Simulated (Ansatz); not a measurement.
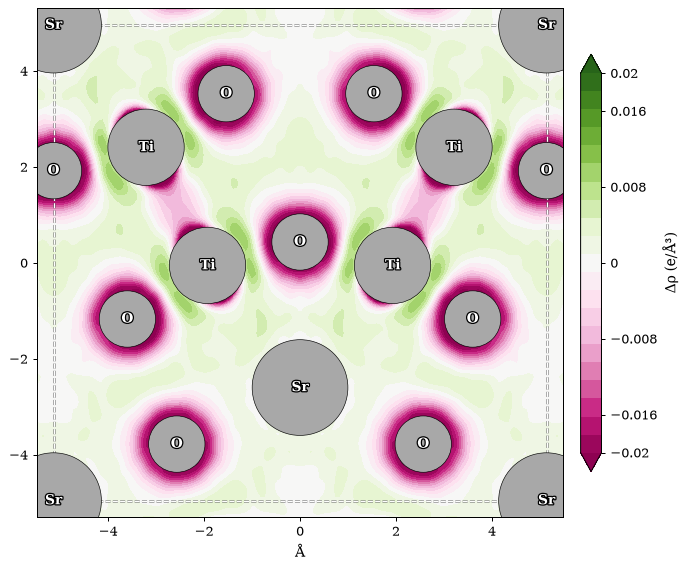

SrTi₂O₄. Difference of the valence pseudo-densities of two functionals at the same geometry, on the (110) plane of the calculation cell: one of PBE and r2SCAN less the other.

Space group Cmcm; a generated structure, not necessarily the stable one; computed without spin polarisation.

Both computed with Ansatz (plane waves, PAW), on the same k-point mesh. Grey discs cover the atomic cores.

Q: Which was subtracted from which, and what does the map show?

A: It is PBE less r2SCAN. Against r2SCAN, PBE gives more density around Ti (+0.005 e/Å³ on average at 1.1 Å from the nucleus), less density around O (−0.015 e/Å³ on average at 0.7 Å from the nucleus) and a change of +0.005 e/Å³ at the midpoint of Ti–O and −0.007 e/Å³ at the midpoint of Ti–Ti.
